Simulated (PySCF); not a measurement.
H6LiSi2, charge +1, SMILES `[Li+].[SiH3][SiH3]`.

Method: TPSS/def2-SVP; geometry: GFN2-xTB; program: PySCF. GFN2-xTB bond lengths at metals and heavier atoms can be off by up to 0.1 Å and shapes distorted, which carries into these values.

Geometry (Å), atoms numbered from 1:

```
Li1     -0.0304    3.0558   -0.0019
Si2     -1.1601   -0.3101   -0.0003
Si3      1.1663   -0.2948   -0.0001
H4      -1.8218   -0.8275    1.1907
H5      -1.3988    1.2810    0.0073
H6      -1.8214   -0.8289   -1.1907
H7       1.8312   -0.8092   -1.1902
H8       1.8308   -0.8078    1.1913
H9       1.3852    1.2936    0.0030
```

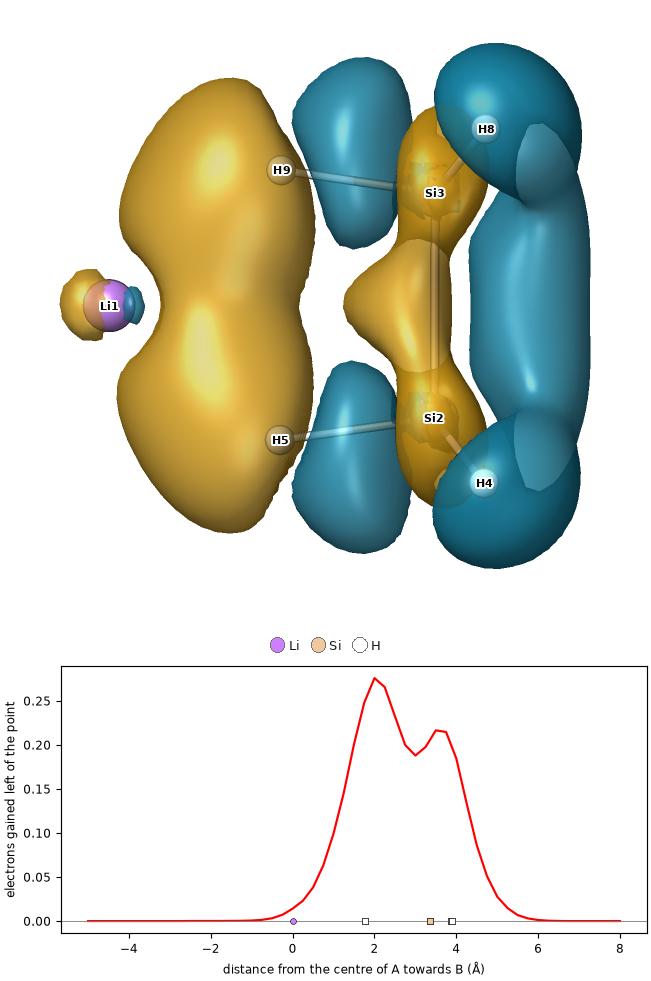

Density of the complex less the densities of the two fragments at the same geometry, ±0.006 e/Å³ (yellow: gain, teal: loss). Fragment A: Li(+1) (atom 1); fragment B: Si2H6. Below: the charge-displacement curve along the line of centres (A on the left).

Which way does charge flow?

Answer. Hirshfeld charges show 0.081 e passing from B to A. By Hirshfeld charges, electrons gather most on Li1 (−0.081 e) and leave Si2 and Si3 alike most (+0.046 e); 0.37 e is displaced in all.

What is the interaction energy, and which contacts carry it?

Answer. The counterpoise-corrected interaction energy of the frozen fragments is −19.3 kcal/mol without dispersion correction and −22.2 kcal/mol with D3(BJ). D3 uses neutral-atom coefficients and tends to overbind metal cations. The pair geometry is semi-empirical, not a minimum at this level. Contacts: Li1···H5, 2.24 Å, ρ = 0.006 a.u.; Li1···H9, 2.26 Å, ρ = 0.006 a.u. The pose is a local one from a semi-empirical search, not shown to be the most stable.
